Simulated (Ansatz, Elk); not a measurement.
## How far do independent atoms describe MgV2N?

Structure refinements treat a crystal as free atoms side by side. For a made-up structure of MgV2N (cell and positions from a PBEsol relaxation) the runs below show what the calculated density changes in F(hkl).

Main program and level: Elk 11.2.3 (patched build); DFT, PBE, all-electron APW+lo, Dirac cores, scalar-relativistic bands, static density, no spin.

The structure was built from a prototype and need not be the compound's stable phase.

## (1) The structure

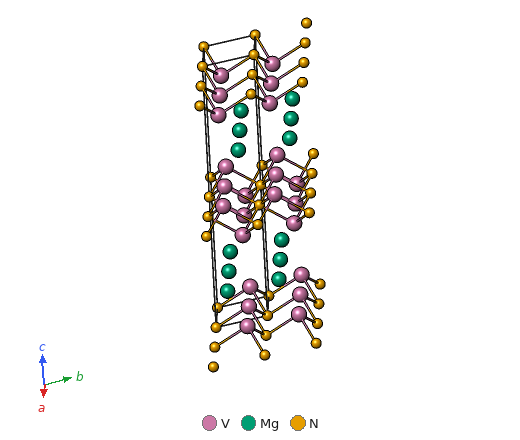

The cell as given, slightly off an axis (vanadium pink, magnesium teal, nitrogen orange). 3×2×1 cells are drawn. Bonds to atoms that aren't drawn are left out. Some periodic images of atoms are drawn too.

Coordinates:

```cif
data_structure
_symmetry_space_group_name_H-M 'P6_3/mmc'
_symmetry_Int_Tables_number 194
_cell_length_a 2.9082
_cell_length_b 2.9082
_cell_length_c 13.7572
_cell_angle_alpha 90.000
_cell_angle_beta 90.000
_cell_angle_gamma 120.000
_cell_volume 100.77
loop_
_atom_site_label
_atom_site_type_symbol
_atom_site_symmetry_multiplicity
_atom_site_Wyckoff_symbol
_atom_site_fract_x
_atom_site_fract_y
_atom_site_fract_z
_atom_site_occupancy
V1 V 4 f 0.66667 0.33333 0.57566 1
Mg1 Mg 2 d 0.33333 0.66667 0.75000 1
N1 N 2 a 0.00000 0.00000 0.50000 1
```

## (2) Ground state and structure factors

An all-electron density is needed, since X-rays see the cores too. Task 0 finds the density and task 195 Fourier-transforms it; tshift is off so that phases refer to the origin typed.

File elk.in:

```
tasks
  0
  195

xctype
  20

spinpol
  .false.

rgkmax
  7.0

gmaxvr
  14.0

lmaxo
  7

lmaxapw
  8

swidth
  0.002

tshift
  .false.

ramdisk
  .false.

hmaxvr
  5.5

maxscl
  120

epspot
  1e-06

sppath
  './'

avec
  5.49577208007 -0.00000000000 0.00000000000
  -2.74788604003 4.75947823475 -0.00000000000
  0.00000000000 -0.00000000000 25.99735302959

atoms
  3
  'V.in'
  4
  0.6666666667 0.3333333333 0.5756550884   0.000000 0.000000 0.000000
  0.3333333333 0.6666666667 0.4243449116   0.000000 0.000000 0.000000
  0.3333333333 0.6666666667 0.0756550884   0.000000 0.000000 0.000000
  0.6666666667 0.3333333333 0.9243449116   0.000000 0.000000 0.000000
  'Mg.in'
  2
  0.3333333333 0.6666666667 0.7500000000   0.000000 0.000000 0.000000
  0.6666666667 0.3333333333 0.2500000000   0.000000 0.000000 0.000000
  'N.in'
  2
  -0.0000000000 0.0000000000 0.5000000000   0.000000 0.000000 0.000000
  -0.0000000000 -0.0000000000 0.0000000000   0.000000 0.000000 0.000000

ngridk
  9 9 2
```

Started as:

```bash
$ OMP_NUM_THREADS=4 elk
```

Numbers of over 12 decimals in the logs are rounded to 6 here.

The program printed:

```text
┌─────────────────────────┐
│ Elk code version 11.2.3 │
└─────────────────────────┘

All units are atomic (Hartree, Bohr, etc.)

┌─────────────────────────────────────────────────┐
│ Ground-state run starting from atomic densities │
└─────────────────────────────────────────────────┘

Lattice vectors :
   5.495772080      -0.000000000       0.000000000
  -2.747886040       4.759478235      -0.000000000
   0.000000000      -0.000000000       25.99735303

Reciprocal lattice vectors :
   1.143276180      0.6600708100       0.000000000
   0.000000000       1.320141620       0.000000000
   0.000000000       0.000000000      0.2416855785

Unit cell volume      :    680.0129607
Brillouin zone volume :   0.3647727731

Muffin-tin inner radius fraction :   0.1000000000E-01

Nuclei treated as point charges

Species : 1 (V)
 parameters loaded from : V.in
 name : vanadium
 nuclear charge    :   -23.00000000
 electronic charge :    23.00000000
 atomic mass :    92860.67382
 muffin-tin radius :    2.104646143
 number of radial points in muffin-tin :    993
 inner part over the whole radius :   0.9997869453E-02
 number on inner part of muffin-tin    :    697
 approximate nuclear radius :   0.6897515165E-04
 number of mesh points to nuclear radius :    329
 atomic positions (lattice), magnetic fields (Cartesian) :
  1 :  -0.33333333  0.33333333 -0.42434491    0.00000000  0.00000000  0.00000000
  2 :   0.33333333 -0.33333333  0.42434491    0.00000000  0.00000000  0.00000000
  3 :   0.33333333 -0.33333333  0.07565509    0.00000000  0.00000000  0.00000000
  4 :  -0.33333333  0.33333333 -0.07565509    0.00000000  0.00000000  0.00000000

Species : 2 (Mg)
 parameters loaded from : Mg.in
 name : magnesium
 nuclear charge    :   -12.00000000
 electronic charge :    12.00000000
 atomic mass :    44305.30466
 muffin-tin radius :    2.200000000
 number of radial points in muffin-tin :    793
 inner part over the whole radius :   0.9941530515E-02
 number on inner part of muffin-tin    :    552
 approximate nuclear radius :   0.5710277704E-04
 number of mesh points to nuclear radius :    241
 atomic positions (lattice), magnetic fields (Cartesian) :
  1 :   0.33333333 -0.33333333 -0.25000000    0.00000000  0.00000000  0.00000000
  2 :  -0.33333333  0.33333333  0.25000000    0.00000000  0.00000000  0.00000000

Species : 3 (N)
 parameters loaded from : N.in
 name : nitrogen
 nuclear charge    :   -7.000000000
 electronic charge :    7.000000000
 atomic mass :    25532.65216
 muffin-tin radius :    1.578484607
 number of radial points in muffin-tin :    593
 inner part over the whole radius :   0.9841230351E-02
 number on inner part of muffin-tin    :    405
 approximate nuclear radius :   0.4939692610E-04
 number of mesh points to nuclear radius :    171
 atomic positions (lattice), magnetic fields (Cartesian) :
  1 :   0.00000000  0.00000000  0.50000000    0.00000000  0.00000000  0.00000000
  2 :   0.00000000  0.00000000  0.00000000    0.00000000  0.00000000  0.00000000

Total number of atoms per unit cell :    8
Total muffin-tin volume :    278.3550193
 ratio of muffin-tin to unit cell volume :   0.4093378147

Spin treatment :
 spin-unpolarised

Number of Bravais lattice symmetries :   24
Number of crystal symmetries         :   24
Crystal has inversion symmetry
Real symmetric eigensolver will be used

k-point grid :      9     9     2
k-point offset :    0.000000000       0.000000000       0.000000000
k-point set is reduced with full crystal symmetry group
Total number of k-points :       24

Muffin-tin radius times maximum |G+k| :    7.000000000
 using average radius
Maximum |G+k| for APW functions       :    3.505355792
Maximum (1/2)|G+k|²                   :    6.143759615
Maximum |G| for potential and density :    14.00000000
Constant for pseudocharge density :    8
 order of it for each species :   15  15  15
 order of it for pair densities of each species (exact exchange by exxq0 0: 16) :   11  12   5
Radial integration step length :    1

[...]
Madelung                    :     -5161.2454378012
 xc potential                :     -304.62284799148
 exchange                    :     -222.89881136085
 correlation                 :     -5.541183
 electron entropic           :    -0.13618914724380E-02
 total energy                :     -4309.3220173639

Density of states at Fermi energy :    93.82431508
 (states/Hartree/unit cell)

Estimated indirect band gap :   0.1940055088E-02
 from k-point 11 to k-point 12
Estimated direct band gap   :   0.1292574131E-01
 at k-point 2

Charges :
 core                        :    48.00000000
 valence                     :    82.00000000
 interstitial                :    12.58550174
 muffin-tins (core leakage)
  species : 1 (V)
[...]
species : 2 (Mg)
[...]
species : 3 (N)
[...]
total in muffin-tins        :    117.4144983
 total calculated charge     :    129.9993007
 total charge                :    130.0000000
 error                       :   0.6993002642E-03

RMS change in Kohn-Sham potential (target) :    1.204947721     (  0.1000000000E-05)
Absolute change in total energy (target)   :   0.2271638247     (  0.1000000000E-03)

[... loops 3 to 16 left out ...]

┌──────────────────┐
│ Loop number : 17 │
└──────────────────┘

Energies :
 Fermi                       :     0.323005
 sum of occupied eigenvalues :     -2476.1070174170
 electron kinetic            :      4347.9992628968
 core electron kinetic       :      3861.5895801357
 Coulomb                     :     -8427.0256393424
 Coulomb potential           :     -6528.0778532041
 nuclear-nuclear             :     -657.27915383771
 electron-nuclear            :     -9033.9439431243
 Hartree                     :      1264.1974576195
 Madelung                    :     -5162.9867127404
 xc potential                :     -296.02842710970
 exchange                    :     -223.03779114576
 correlation                 :     -5.552590
 electron entropic           :    -0.17350399825410E-02
 total energy                :     -4307.6184929214

Density of states at Fermi energy :    127.4736239
 (states/Hartree/unit cell)

Estimated indirect band gap :   0.2837677482E-02
 from k-point 22 to k-point 23
Estimated direct band gap   :   0.9101716266E-02
 at k-point 11

Charges :
 core                        :    48.00000000
 valence                     :    82.00000000
 interstitial                :    12.74949843
 muffin-tins (core leakage)
  species : 1 (V)
[...]
species : 2 (Mg)
[...]
species : 3 (N)
[...]
total in muffin-tins        :    117.2505016
 total calculated charge     :    129.9993604
 total charge                :    130.0000000
 error                       :   0.6396263071E-03

RMS change in Kohn-Sham potential (target) :   0.3520557160E-06 (  0.1000000000E-05)
Absolute change in total energy (target)   :   0.1344273278E-04 (  0.1000000000E-03)

Convergence targets achieved

┌──────────────────┐
│ Loop number : 18 │
└──────────────────┘

Energies :
 Fermi                       :     0.323005
 sum of occupied eigenvalues :     -2476.1070184877
 electron kinetic            :      4347.9992645964
 core electron kinetic       :      3861.5895808973
 Coulomb                     :     -8427.0256400355
 Coulomb potential           :     -6528.0778510546
 nuclear-nuclear             :     -657.27915383771
 electron-nuclear            :     -9033.9439467455
 Hartree                     :      1264.1974605477
 Madelung                    :     -5162.9867145082
 xc potential                :     -296.02843202944
 exchange                    :     -223.03779123349
 correlation                 :     -5.552590
 electron entropic           :    -0.17350396005580E-02
 total energy                :     -4307.6184920028

Density of states at Fermi energy :    127.4735901
 (states/Hartree/unit cell)

Estimated indirect band gap :   0.2837676985E-02
 from k-point 22 to k-point 23
Estimated direct band gap   :   0.9101716586E-02
 at k-point 11

Charges :
 core                        :    48.00000000
 valence                     :    82.00000000
 interstitial                :    12.74949835
 muffin-tins (core leakage)
  species : 1 (V)
[...]
species : 2 (Mg)
[...]
atom 2                    :    10.59955411     ( -0.9828258740E-07)
  species : 3 (N)
   atom 1                    :    5.999344278     (  0.1719818570E-05)
   atom 2                    :    5.999344278     (  0.1719818570E-05)
 total in muffin-tins        :    117.2505016
 total calculated charge     :    129.9993604
 total charge                :    130.0000000
 error                       :   0.6396262918E-03

┌──────────────────────────────┐
│ Self-consistent loop stopped │
└──────────────────────────────┘

Wrote STATE.OUT
```

Run time: 57 s. Hardware: 4 threads of Arm Neoverse V2, shared host; peak memory 0.24 GiB.

SFACRHO.OUT:

```text

h k l indices transformed by vhmat matrix:
   1.000000000       0.000000000       0.000000000    
   0.000000000       1.000000000       0.000000000    
   0.000000000       0.000000000       1.000000000    

      h      k      l  multipl.   |H|            Re(F)            Im(F)           |F|

      0      0      0      1   0.0000000       130.00000      0.20090895E-16   130.00000    
      0      0     -1      2  0.24168558      0.10026893E-13 -0.33721107E-14  0.10578739E-13
      0      0      2      2  0.48337116       41.335503     -0.45548921E-14   41.335503    
      0      0      3      2  0.72505674      0.11796344E-13  0.22543527E-14  0.12009823E-13
      0      0      4      2  0.96674231       5.8632952     -0.83514191E-14   5.8632952    
      0      0     -5      2   1.2084279      0.70188250E-13 -0.73888294E-14  0.70576095E-13
      0      1      0      6   1.3201416      -33.055937     -0.48040900E-14   33.055937    
      1     -1     -1      6   1.3420826      -11.620273     -0.78463375E-14   11.620273    
      0     -1     -1      6   1.3420826       11.620273     -0.14929355E-13   11.620273    
     -1      0      2      6   1.4058526      -1.5005823     -0.38150258E-14   1.5005823    
      0      1     -2      6   1.4058526      -1.5005823      0.50364383E-14   1.5005823    
      0      0     -6      2   1.4501135      -70.133452      0.37457606E-14   70.133452    
     -1      1     -3      6   1.5061478       69.268804      0.27067235E-13   69.268804    
      0      1     -3      6   1.5061478      -69.268804     -0.94868823E-14   69.268804    
      0     -1      4      6   1.6362654       9.9571882      0.91582850E-14   9.9571882    
     -1      0      4      6   1.6362654       9.9571882     -0.85298764E-14   9.9571882    
      0      0     -7      2   1.6917990     -0.48954830E-13 -0.14894002E-13  0.51170369E-13
      0      1     -5      6   1.7897128      -22.044765     -0.32881170E-13   22.044765
```

Elk indexes on the primitive cell of elk.in and gives |H| = 4π sin θ/λ in inverse bohr. Below, one row stands for each form hkl of the conventional cell (m members, Friedel mates merged), F is for one primitive cell and the density is static (no thermal factor). Free-atom factors are Waasmaier and Kirfel's, and R is Σm||F|−|F'||/Σm|F|.

```csv
hkl,m,sin θ/λ (Å⁻¹),"abs F, DFT",neutral atoms,diff.
001,2,0.036,0.000,0.000,+0.000
002,2,0.073,41.336,40.887,+0.449
003,2,0.109,0.000,0.000,+0.000
004,2,0.145,5.863,5.651,+0.212
005,2,0.182,0.000,0.000,+0.000
100,6,0.199,33.056,33.699,-0.643
101,12,0.202,11.620,11.780,-0.160
102,12,0.211,1.501,2.005,-0.504
006,2,0.218,70.133,71.442,-1.308
103,12,0.227,69.269,69.968,-0.699
104,12,0.246,9.957,9.740,+0.218
007,2,0.254,0.000,0.000,+0.000
105,12,0.269,22.045,22.167,-0.123
008,2,0.291,22.836,23.319,-0.483
106,12,0.295,41.175,41.208,-0.034
107,12,0.323,3.870,3.815,+0.055
009,2,0.327,0.000,0.000,+0.000
110,6,0.344,70.759,70.836,-0.078
111,12,0.346,0.000,0.000,+0.000
112,12,0.351,21.246,21.334,-0.088
108,12,0.352,18.564,18.654,-0.090
113,12,0.361,0.000,0.000,+0.000
```

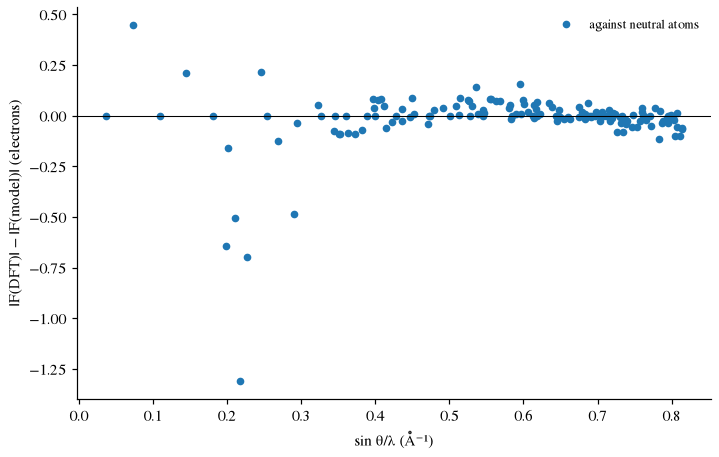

Difference between the calculated structure factors and the independent-atom ones.

## (3) The highest occupied states alone

An energy window below the Fermi level keeps the highest occupied states, to see at which angles they scatter; shallow core shells can lie inside it and anion s states outside. No new self-consistency is needed.

Changes to elk.in since step 2:

```diff
@@ -1,3 +1,2 @@
 tasks
-  0
   195
@@ -40,2 +39,5 @@
 
+wsfac
+  -0.228230 0.623010
+
 sppath
```

Started as:

```bash
$ OMP_NUM_THREADS=4 elk
```

The program printed:

```text
┌─────────────────────────────────┐
│ Elk code version 11.2.3 started │
└─────────────────────────────────┘

Info(readinput): the functional depends on the density's gradient
 muffin-tin radial points multiplied by    2.00000
 (not where nrmtscf is given)

┌────────────────────┐
│ Current task : 195 │
└────────────────────┘
Info(checkmt): changed muffin-tin radius of species 1 (V) from   2.4000 to   2.1046
Info(checkmt): changed muffin-tin radius of species 3 (N) from   1.8000 to   1.5785

Info(sfacrho): density structure factors written to SFACRHO.OUT

 Energy window :  -0.2282300000      0.6230100000

┌──────────────────┐
│ Elk code stopped │
└──────────────────┘
```

Wall time 13 s (4 threads); peak memory 0.17 GiB; 15 s of CPU time.

States within 15 eV below the Fermi level hold 30.00 electrons; any levels below the window count with the cores. Their amplitudes can exceed the total, where window and core parts have opposite phase:

```csv
hkl,sin θ/λ (Å⁻¹),"abs F, window","abs F, all"
001,0.036,0.000,0.000
002,0.073,12.406,41.336
003,0.109,0.000,0.000
004,0.145,2.073,5.863
005,0.182,0.000,0.000
100,0.199,0.697,33.056
101,0.202,2.256,11.620
102,0.211,1.830,1.501
006,0.218,1.184,70.133
103,0.227,3.824,69.269
```

## (4) Another functional

The difference from free atoms is small, so it is set against the change that LDA (Perdew-Wang) makes.

Changes to elk.in since step 3:

```diff
@@ -1,2 +1,3 @@
 tasks
+  0
   195
@@ -4,3 +5,3 @@
 xctype
-  20
+  3
 
@@ -39,5 +40,2 @@
 
-wsfac
-  -0.228230 0.623010
-
 sppath
```

Started as:

```bash
$ OMP_NUM_THREADS=4 elk
```

The program printed:

```text
┌─────────────────────────┐
│ Elk code version 11.2.3 │
└─────────────────────────┘

All units are atomic (Hartree, Bohr, etc.)

┌─────────────────────────────────────────────────┐
│ Ground-state run starting from atomic densities │
└─────────────────────────────────────────────────┘

Lattice vectors :
   5.495772080      -0.000000000       0.000000000
  -2.747886040       4.759478235      -0.000000000
   0.000000000      -0.000000000       25.99735303

Reciprocal lattice vectors :
   1.143276180      0.6600708100       0.000000000
[...]
interstitial                :    12.69069345
 muffin-tins (core leakage)
  species : 1 (V)
[...]
species : 2 (Mg)
[...]
species : 3 (N)
   atom 1                    :    5.978501626     ( -0.2134345908E-05)
   atom 2                    :    5.978501626     ( -0.2134345908E-05)
 total in muffin-tins        :    117.3093065
 total calculated charge     :    129.9993857
 total charge                :    130.0000000
 error                       :   0.6143449498E-03

┌──────────────────────────────┐
│ Self-consistent loop stopped │
└──────────────────────────────┘

Wrote STATE.OUT
[key lines of the parts left out:]
total energy                :     -4297.6648726969
```

The job ended after 38 s (4 threads; peak memory 0.2 GiB).

Against the first run R = 0.08 %; the largest change is -0.084 at 110.

## (5) Basis size

The basis and the expansions that go with it are enlarged, to see whether the differences are converged.

Changes to elk.in since step 4:

```diff
@@ -5,3 +5,3 @@
 xctype
-  3
+  20
 
@@ -11,12 +11,12 @@
 rgkmax
-  7.0
+  8.5
 
 gmaxvr
-  14.0
+  18.0
 
 lmaxo
-  7
+  9
 
 lmaxapw
-  8
+  10
```

Started as:

```bash
$ OMP_NUM_THREADS=4 elk
```

The program printed:

```text
┌─────────────────────────┐
│ Elk code version 11.2.3 │
└─────────────────────────┘

All units are atomic (Hartree, Bohr, etc.)

┌─────────────────────────────────────────────────┐
│ Ground-state run starting from atomic densities │
└─────────────────────────────────────────────────┘

Lattice vectors :
   5.495772080      -0.000000000       0.000000000
  -2.747886040       4.759478235      -0.000000000
   0.000000000      -0.000000000       25.99735303

Reciprocal lattice vectors :
   1.143276180      0.6600708100       0.000000000
[...]
interstitial                :    12.69450870
 muffin-tins (core leakage)
  species : 1 (V)
[...]
species : 2 (Mg)
[...]
species : 3 (N)
   atom 1                    :    6.011824981     (  0.1722814507E-05)
   atom 2                    :    6.011824981     (  0.1722814507E-05)
 total in muffin-tins        :    117.3054913
 total calculated charge     :    129.9997404
 total charge                :    130.0000000
 error                       :   0.2595696347E-03

┌──────────────────────────────┐
│ Self-consistent loop stopped │
└──────────────────────────────┘

Wrote STATE.OUT
[key lines of the parts left out:]
total energy                :     -4307.6465868411
```

Elapsed: 2.8 min, on 4 threads; peak memory 0.5 GiB.

Against the first run R = 0.03 %; the largest change is -0.024 at 0 0 14.

## (6) Settings against the effect

```csv
run,R against the first run (%),"R against neutral atoms, low angle (%)",wall time
"PBE, rgkmax 7",0.00,1.26,57 s
LDA (Perdew-Wang),0.08,1.25,38 s
rgkmax 8.5 with larger expansions,0.03,1.25,2.8 min
```

## (7) Results

* R against neutral atoms, sin θ/λ < 0.3 Å⁻¹: 1.26 %
* R against neutral atoms, 0.3 to 0.81 Å⁻¹: 0.27 %

What this shows: Independent neutral atoms miss the calculated amplitudes by R = 1.26 % below 0.3 Å⁻¹ and 0.27 % from there to 0.81 Å⁻¹; by shells, 1.40 % below 0.15 Å⁻¹ (2 forms), 1.26 % 0.15 to 0.3 (9 forms), 0.28 % 0.3 to 0.45 (17 forms), 0.27 % above 0.45 (92 forms). Bonding, aspherical density and the tables' own atoms all enter these figures, and the runs don't part them. The largest change of an amplitude is -1.31 electrons, at 006. Weak lines can change much in proportion: 102 goes from 2.00 to 1.50. The window's part falls from 30.0 electrons at the origin to at most 1.12 between 0.45 and 0.81 Å⁻¹, where compact states inside the window still scatter. Below 0.3 Å⁻¹ the changes that finished (LDA (Perdew-Wang) and rgkmax 8.5 with larger expansions) move F by R = 0.07 % at most, against the 1.26 % that separates it from free atoms. The k-mesh has no finished test. These runs have no spin, though d or f shells may be open. Part of the difference isn't bonding: the tables are fits to free atoms and ions calculated by other methods than this functional. Thermal motion, anomalous dispersion and extinction are left out.

[Logs are printed without paths, hosts, clocks, repeated set-up lines and the standing remarks that a program may print on its own settings, such as how far it seeks lower states.]

[Hosts, paths, dates, database ids (printed as entryN), source tags and the programs' standing remarks are cut or masked in the printed files.]
